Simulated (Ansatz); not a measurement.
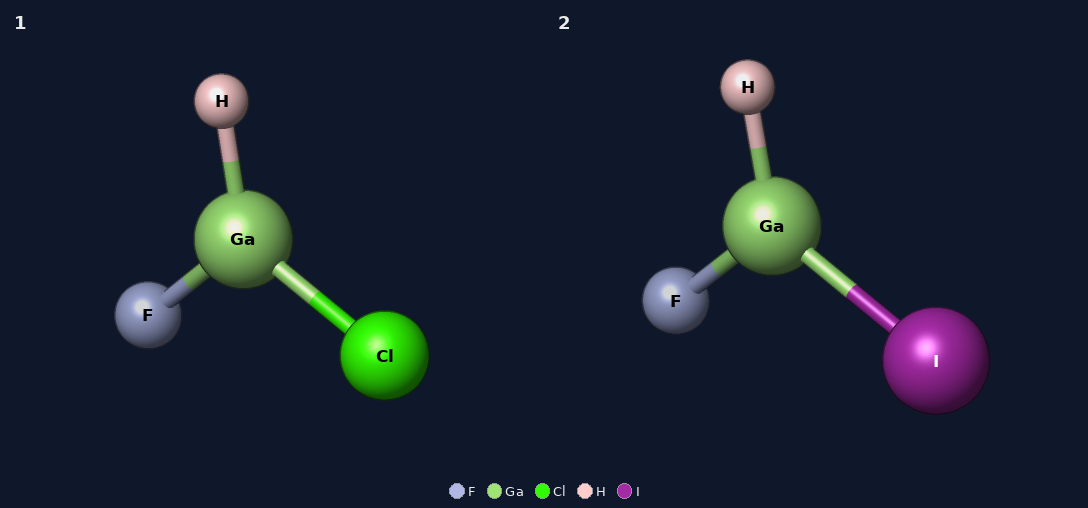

2 molecules with one skeleton, seen from the same side and at one scale. Charge 0, singlet. Computed geometries: PBE0-D4/def2-TZVP optimisations, one conformation each. Properties computed with Ansatz 0.2.0. Elements past Kr carry core potentials.

One atom differs, called X below: Cl in panel 1, I in panel 2. Their formulas are ClFGaH (`[F][GaH][Cl]`), FGaHI (`[F][GaH][I]`).

Question: In which is the length of X–Ga larger (PBE0-D4/def2-TZVP)?

Answer: In panel 2 (X = I).

Question: In which is the HOMO–LUMO gap larger (B3LYP-D4/def2-TZVPP)?

Answer: In panel 1 (X = Cl).

Give the values. With PBE0-D4/def2-TZVP: length of X–Ga (Å), angle X–Ga–H (°), harmonic zero-point energy (kJ/mol), harmonic X–Ga stretching wavenumber (cm⁻¹). With B3LYP-D4/def2-TZVPP: dipole moment (D), HOMO energy (Kohn–Sham orbital) (eV), HOMO–LUMO gap (eV).

```csv
quantity,1 (Cl),2 (I),2 − 1
length of X–Ga (Å),2.122,2.462,+0.340
angle X–Ga–H (°),125.8,127.0,+1.2
dipole moment (D),2.11,1.88,−0.23
HOMO energy (Kohn–Sham orbital) (eV),−9.08,−7.78,+1.30
HOMO–LUMO gap (eV),7.23,5.80,−1.43
harmonic zero-point energy (kJ/mol),26.5,24.9,−1.6
harmonic X–Ga stretching wavenumber (cm⁻¹),436,263,−173
```
